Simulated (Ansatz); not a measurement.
# CH4FN: trial inputs and their diagnosis

Aim: try 3 inputs for CH4FN as typed, read how each ends, and find what has to change.

Method: the settings change from run to run; program: Ansatz 0.2.0, Gaussian basis.

### Step 1. The geometry

An earlier PBE0-D4 in a triple-zeta def2 set relaxation fixed the geometry.

SMILES `NCF`, 7 atoms, charge 0, spin multiplicity 1.

Atoms are counted from 1 here; the program's logs count them from 0.

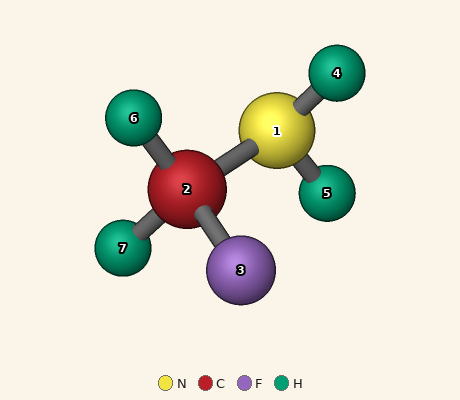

The geometry (nitrogen yellow, carbon red, fluorine purple, hydrogen teal); atoms are numbered from 1 in the order of the file.

### Step 2. Try 1

Input file in.yaml:

```yaml
crystal:
  periodic: [false, false, false]
  atoms:
    - {symbol: N, position_ang: [-1.351440, -0.536729, -1.365789]}
    - {symbol: C, position_ang: [0.514177, -0.365242, 0.735879]}
    - {symbol: F, position_ang: [0.106945, 1.917881, 2.575802]}
    - {symbol: H, position_ang: [-2.949127, -1.485774, -1.278262]}
    - {symbol: H, position_ang: [-1.271718, 1.834365, -2.598719]}
    - {symbol: H, position_ang: [1.130434, -2.716582, 1.544845]}
    - {symbol: H, position_ang: [3.037247, 0.336211, 0.040461]}
basis:
  gaussian: {orbitals: def2-SVPD, nuclear_model: gaussian}
magnetization: {spin_polarized: true, initial_magnetization: 2}
hamiltonian: {xc: {name: HF}}
correlation: {method: ccsd, diis_vectors: 2}
```

Run with:

```sh
ansatz run in.yaml --threads 2 --pin off --events-out ev --progress --plain --max-ram 4352MiB
```

The log of the run:

```text
Functional definition: HF
  name "HF"
  cite "Fock, Z. Phys. 61, 126 (1930) doi:10.1007/BF01340294"
  parent pbe
  exchange = exact_x
  correlation = 0
933 factors; integrals over basis functions are off by at most 4.4e-4 eV
mean field evaluation 1: about -5234.6971 eV, gradient 3.6e1 eV
mean field evaluation 2: about -5234.7089 eV, gradient 3.6e1 eV
mean field evaluation 4: about -5243.5412 eV, gradient 2.2e1 eV
mean field evaluation 8: about -5254.5914 eV, gradient 3.8e0 eV
mean field evaluation 16: about -5257.5139 eV, gradient 1.6e1 eV
mean field evaluation 32: about -5259.1860 eV, gradient 8.5e-2 eV
mean field evaluation 64: about -5154.2464 eV, gradient 1.3e2 eV
mean field evaluation 96: about -5255.5445 eV, gradient 3.4e0 eV
mean field evaluation 128: about -5255.2661 eV, gradient 4.4e-1 eV
mean field evaluation 160: about -5255.3041 eV, gradient 7.6e-2 eV
mean field evaluation 192: about -5259.1859 eV, gradient 1.2e-1 eV
mean field evaluation 224: about -5259.1842 eV, gradient 3.1e-2 eV
mean field evaluation 256: about -5259.1490 eV, gradient 1.2e-1 eV
mean field evaluation 288: about -5258.5834 eV, gradient 5.2e-1 eV
mean field evaluation 320: about -5259.1198 eV, gradient 2.2e-1 eV
mean field evaluation 352: about -5259.1628 eV, gradient 7.5e-4 eV
mean field evaluation 384: about -5259.1775 eV, gradient 3.3e-2 eV
mean field evaluation 416: about -5247.1302 eV, gradient 1.7e1 eV
mean field evaluation 448: about -5253.1054 eV, gradient 9.5e0 eV
mean field evaluation 480: about -5259.1038 eV, gradient 2.1e-2 eV
mean field evaluation 512: about -5253.7300 eV, gradient 2.3e1 eV
mean field evaluation 544: about -5259.1271 eV, gradient 5.4e-1 eV
mean field evaluation 576: about -5259.1187 eV, gradient 8.6e-2 eV
mean field evaluation 608: about -5259.1807 eV, gradient 1.8e-1 eV
mean field evaluation 640: about -5259.0874 eV, gradient 1.1e-1 eV
mean field evaluation 672: about -5259.0508 eV, gradient 1.3e0 eV
mean field evaluation 704: about -5259.1607 eV, gradient 1.6e-1 eV
mean field evaluation 736: about -5259.0637 eV, gradient 1.7e0 eV
mean field evaluation 768: about -5259.1812 eV, gradient 1.8e-1 eV
mean field evaluation 800: about -5259.1220 eV, gradient 5.4e-1 eV
mean field evaluation 832: about -5259.1613 eV, gradient 7.4e-1 eV
mean field evaluation 864: about -5259.0376 eV, gradient 1.7e-1 eV
mean field evaluation 896: about -5259.1030 eV, gradient 2.0e-2 eV
mean field evaluation 928: about -5258.9974 eV, gradient 4.9e-1 eV
mean field evaluation 960: about -5258.9647 eV, gradient 4.3e-1 eV
mean field evaluation 992: about -5258.9984 eV, gradient 3.7e-1 eV
mean field evaluation 1024: about -5259.1222 eV, gradient 6.2e-2 eV
mean field evaluation 1056: about -5259.1427 eV, gradient 1.6e-1 eV
mean field evaluation 1088: about -5259.0814 eV, gradient 1.7e0 eV
mean field evaluation 1120: about -5259.1858 eV, gradient 1.4e-1 eV
mean field evaluation 1152: about -5258.5885 eV, gradient 7.6e-3 eV
mean field evaluation 1184: about -5258.5645 eV, gradient 4.3e-1 eV
mean field evaluation 1216: about -5258.5060 eV, gradient 7.4e-1 eV
mean field evaluation 1248: about -5246.3720 eV, gradient 1.9e1 eV
mean field evaluation 1280: about -5255.8152 eV, gradient 1.0e-1 eV
mean field evaluation 1312: about -5255.3038 eV, gradient 1.9e-6 eV
mean field -5259.18607071 eV, -193.2715232943 hartree, gradient 2.9e-8 eV, S^2 5.724910; 23 other end points of the search recorded, 0 dependent functions left out
determinant -5259.18607071 eV, -193.2715232943 hartree, with singles and doubles -5268.64066350 eV, -193.6189731707 hartree
determinant -5259.16303611 eV, -193.2706767882 hartree, with singles and doubles -5268.60126979 eV, -193.6175254787 hartree
determinant -5259.16283470 eV, -193.2706693865 hartree, with singles and doubles -5268.58246524 eV, -193.6168344240 hartree
determinant -5259.13509811 eV, -193.2696500857 hartree, with singles and doubles -5268.57090938 eV, -193.6164097539 hartree
determinant -5259.12836263 eV, -193.2694025615 hartree, with singles and doubles -5268.57057413 eV, -193.6163974337 hartree
determinant -5259.11100414 eV, -193.2687646486 hartree, with singles and doubles -5268.55789828 eV, -193.6159316050 hartree
determinant -5259.10790663 eV, -193.2686508172 hartree, with singles and doubles -5268.53742662 eV, -193.6151792853 hartree
determinant -5259.10378683 eV, -193.2684994176 hartree, with singles and doubles -5268.53260159 eV, -193.6150019689 hartree
determinant -5259.09599614 eV, -193.2682131148 hartree, with singles and doubles -5268.52073132 eV, -193.6145657444 hartree
determinant -5258.58870140 eV, -193.2495703770 hartree, with singles and doubles -5268.16386309 eV, -193.6014510789 hartree
determinant -5258.56760366 eV, -193.2487950492 hartree, with singles and doubles -5268.13124457 eV, -193.6002523702 hartree
determinant -5255.30380826 eV, -193.1288527807 hartree, with singles and doubles -5267.26024457 eV, -193.5682437109 hartree
```

It took 1.8 min on 2 threads of Arm Neoverse V2, shared host.

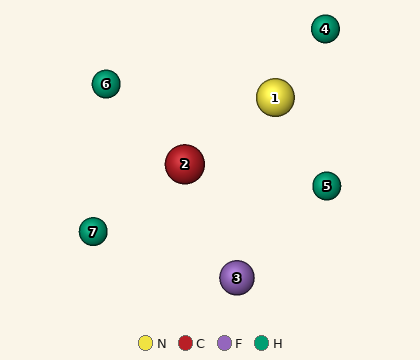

The geometry of this input.

**Diagnosis.** Time ran out. The geometry is stretched to more than twice its size. The shortest distance is 1.86 Å (N1–H4), against 1.01 Å in the relaxed molecule. It also asks for charge 0 and multiplicity 3, another species or state than the molecule above. Its coordinates are also moved off the relaxed structure. To mend it, use the relaxed coordinates, and set charge and spin to those of the species named.

### Step 3. Try 2

Input file in.yaml:

```yaml
crystal:
  periodic: [false, false, false]
  atoms:
    - {symbol: N, position_ang: [-0.866677, -0.228333, -1.435887]}
    - {symbol: C, position_ang: [0.839333, -0.208202, 0.591809]}
    - {symbol: F, position_ang: [0.081539, 1.341963, 2.611658]}
    - {symbol: H, position_ang: [-2.577843, -0.925816, -0.956458]}
    - {symbol: H, position_ang: [-1.074655, 1.488142, -2.245134]}
    - {symbol: H, position_ang: [1.041933, -2.107138, 1.372727]}
    - {symbol: H, position_ang: [2.672210, 0.510884, -0.024887]}
basis:
  gaussian: {orbitals: aug-pcseg-2, final_grid: {core_spheres: 20, valence_spheres: 16, degree: 47}, point_charges: [{charge: 0.50, position_ang: [5.544, 0.859, 0.844]}]}
hamiltonian: {xc: {name: PBE-QIDH}}
output: {forces: true}
```

Launched as before.

The log of the run:

```text
Functional definition: PBE-QIDH
  name "PBE-QIDH"
  cite "Brémond, Sancho-García, Pérez-Jiménez & Adamo, J. Chem. Phys. 141, 031101 (2014) doi:10.1063/1.4890314"
  cite "Perdew, Burke & Ernzerhof, Phys. Rev. Lett. 77, 3865 (1996) doi:10.1103/PhysRevLett.77.3865"
  parameter a = 3^(-1/3)
  parameter c = 1/3
  exchange = (1 - a)*pbe_x + a*exact_x
  correlation = (1 - c)*pbe_c + c*(mp2_os + mp2_ss)
1361 factors; integrals over basis functions are off by at most 8.5e-4 eV
mean field evaluation 1: about -5261.6102 eV, gradient 5.4e1 eV
mean field evaluation 2: about -5261.6092 eV, gradient 5.4e1 eV
mean field evaluation 4: about -5262.3557 eV, gradient 4.9e1 eV
mean field evaluation 8: about -5269.4330 eV, gradient 1.8e0 eV
mean field evaluation 16: about -5269.4465 eV, gradient 6.4e-2 eV
mean field evaluation 32: about -5269.4469 eV, gradient 1.2e-5 eV
mean field evaluation 64: about -5194.8752 eV, gradient 9.9e1 eV
mean field -5269.44685235 eV, -193.6486000644 hartree, gradient 6.2e-6 eV, S^2 0.000000; 0 other end points of the search recorded, 0 dependent functions left out; unrestricted orbitals would lower it
3 core orbitals not correlated: weight in the atoms' cores, before any rotation towards them, 1.000 or more for the frozen orbitals, at most 0.000 for the correlated occupied ones
reference -5269.44687678 eV, -193.6486009623 hartree; 10, 10 occupied and 217, 217 virtual orbitals, 1361 factors
second order -27.39669052 eV of doubles, -0.00000000 eV of singles
the calculation of the forces begins
Total energy: -5278.57910695 eV, -193.9842042311 hartree
Atom 0 at    -0.866677    -0.228333    -1.435887 Å, force    -1.508122     1.205098     0.439387 eV/Å
Atom 1 at     0.839333    -0.208202     0.591809 Å, force     0.862911    -0.279110     0.584440 eV/Å
Atom 2 at     0.081539     1.341963     2.611658 Å, force     0.752485    -1.331611    -1.711915 eV/Å
Atom 3 at    -2.577843    -0.925816    -0.956458 Å, force     3.148952     1.850008    -0.832855 eV/Å
Atom 4 at    -1.074655     1.488142    -2.245134 Å, force    -0.025751    -3.239083     1.869230 eV/Å
Atom 5 at     1.041933    -2.107138     1.372727 Å, force    -0.399227     2.800933    -1.204840 eV/Å
Atom 6 at     2.672210     0.510884    -0.024887 Å, force    -2.859805    -1.031115     0.824253 eV/Å
Dipole moment:     0.209191    -0.602170    -0.367659 e Å
```

It took 25 s on 2 threads of Arm Neoverse V2, shared host; peak memory 0.72 GiB.

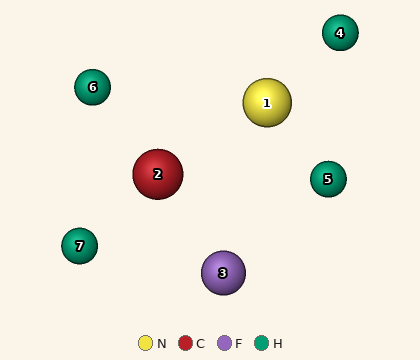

The geometry of this input.

What is wrong: It ended without an error, which proves nothing about the input. The coordinates are in bohr but typed as ångström. The shortest distance is 1.91 Å (N1–H5), against 1.01 Å in the relaxed molecule. Its energy is no property of the relaxed molecule. To mend it, take the coordinates from the file in ångström, and remove the point charge.

### Step 4. Try 3

Input file in.yaml:

```yaml
crystal:
  periodic: [false, false, false]
  atoms:
    - {symbol: N, position_ang: [-0.458625, -0.120829, -0.759838]}
    - {symbol: C, position_ang: [0.444156, -0.110176, 0.313172]}
    - {symbol: F, position_ang: [0.043149, 0.710136, 1.382030]}
    - {symbol: H, position_ang: [-1.364135, -0.489921, -0.506135]}
    - {symbol: H, position_ang: [-0.568682, 0.787490, -1.188073]}
    - {symbol: H, position_ang: [0.551367, -1.115049, 0.726415]}
    - {symbol: H, position_ang: [1.414072, 0.270348, -0.013170]}
basis:
  gaussian: {orbitals: 6-31G, final_grid: {core_spheres: 1, valence_spheres: 1, degree: 3}}
hamiltonian: {xc: {name: PBE}}
accuracy: high
```

Launched as before.

The log of the run:

```text
Functional definition: PBE
  name "PBE"
  cite "Perdew, Burke & Ernzerhof, Phys. Rev. Lett. 77, 3865 (1996) doi:10.1103/PhysRevLett.77.3865"
  parent pbe
  parameter kappa = 0.804
  parameter beta = 0.06672455060314922
  exchange = pbe_x(kappa = kappa, mu = beta*pi^2/3)
  correlation = pbe_c(beta = beta)
889 factors; integrals over basis functions are off by at most 2.9e-9 eV
mean field evaluation 1: about -5296.0875 eV, gradient 5.2e1 eV
mean field evaluation 2: about -5288.1160 eV, gradient 7.8e1 eV
mean field evaluation 4: about -5301.5658 eV, gradient 3.7e0 eV
mean field evaluation 8: about -5280.8062 eV, gradient 1.6e1 eV
mean field evaluation 16: about -5281.4321 eV, gradient 2.0e-4 eV
mean field -5281.43211569 eV, -194.0890503682 hartree, gradient 4.4e-8 eV, S^2 0.000000; 0 other end points of the search recorded, 0 dependent functions left out
reference -5281.43211681 eV, -194.0890504093 hartree; 13, 13 occupied and 22, 22 virtual orbitals, 889 factors
Total energy: -5281.43211681 eV, -194.0890504093 hartree
```

Wall time 0.25 s (2 threads of Arm Neoverse V2, shared host).

**Diagnosis.** It ended without an error, which proves nothing about the input. The integration grid is far too coarse. Its energy carries the error of the grid. Fix: drop final_grid and take the default grid.

### Step 5. How the tries ended

```
try                 level      ended                                                  cause     time
  1        CCSD/def2-SVPD    timeout  the geometry is stretched to more than twice its size  1.8 min
  2  PBE-QIDH/aug-pcseg-2  converged      the coordinates are in bohr but typed as ångström     25 s
  3             PBE/6-31G  converged                 the integration grid is far too coarse   0.25 s
```

In words: 1 timeout, 2 converged. The dangerous case is the input that converges on a wrong geometry, charge, spin, basis or grid: often only a look at the input shows it.
